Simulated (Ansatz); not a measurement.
System: Cl3FGe···HBr.

```
atom    x (Å)    y (Å)    z (Å)
  Ge   0.1719   0.0000  -0.1669
   F   0.1561   0.0000   1.5431
  Cl   2.2530   0.0000  -0.6798
  Cl  -0.7171   1.8024  -0.8884
  Cl  -0.7171  -1.8024  -0.8884
  Br  -3.0646   0.0000   1.4358
   H  -1.8280   0.0000   2.2851
```

Not at a stationary point (largest force 1.5 eV/Å).

Theory: RKS B3LYP/def2-SVP in Ansatz 0.2.0.

Predict the electron density and electron localisation function between the atoms.

F2···H7 (2.12 Å): the density falls to about 0.12 e/Å³ on the way; the ELF dips to about 0.05 between them.
Ge–F (1.71 Å): ρ is about 0.98 e/Å³ halfway; the ELF peaks at about 0.80 in the valence shell of F, 0.5 Å from its nucleus, and is about 0.25 at the midpoint.
Ge–Cl (2.14 Å): ρ at the midpoint is about 0.75 e/Å³; the ELF peaks at about 0.85 in the valence shell of Cl, 0.9 Å from its nucleus, and is about 0.65 at the midpoint.
Br–H (1.50 Å): ρ at the midpoint is about 1.4 e/Å³; the ELF climbs to about 1 towards the hydrogen, as it does in any bond to H.

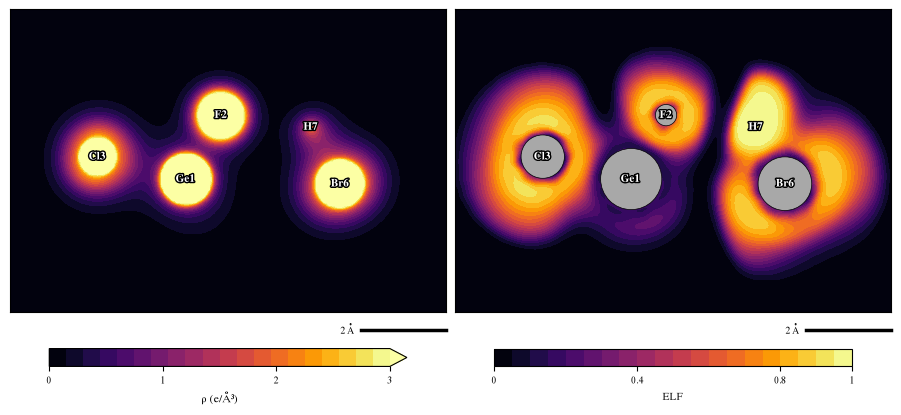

Computed electron density and electron localisation function on the plane of atoms F2, Ge1 and Cl3, in this order. Grey discs cover the atomic cores in the ELF map. 
